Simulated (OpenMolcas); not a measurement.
# How basis sets differ on C2H5AlO (SMILES [CH3][Al]1[CH2][O]1)

The species is C2H5AlO (9 atoms), meant as a singlet with charge 0. As SMILES, `[CH3][Al]1[CH2][O]1`. The coordinates come from a PBE0-D4/def2-TZVP relaxation.

Quantity: the HOMO–LUMO gap, in eV. The values are calculated.

```csv
level,kind,program,value (eV)
HF/ANO-R0 (sfX2C),Hartree–Fock,OpenMolcas,11.45
HF/STO-3G,Hartree–Fock,OpenMolcas,14.48
HF/3-21G,Hartree–Fock,OpenMolcas,11.31
HF/6-31G* (spherical functions),Hartree–Fock,OpenMolcas,11.26
```

The values span 11.26 to 14.48 eV. A Hartree–Fock LUMO above zero doesn't converge with the basis: it sinks as sets grow more diffuse. Orbital gaps aren't excitation energies.

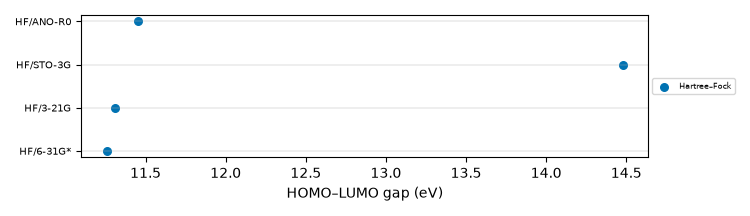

The values of the table, level by level.
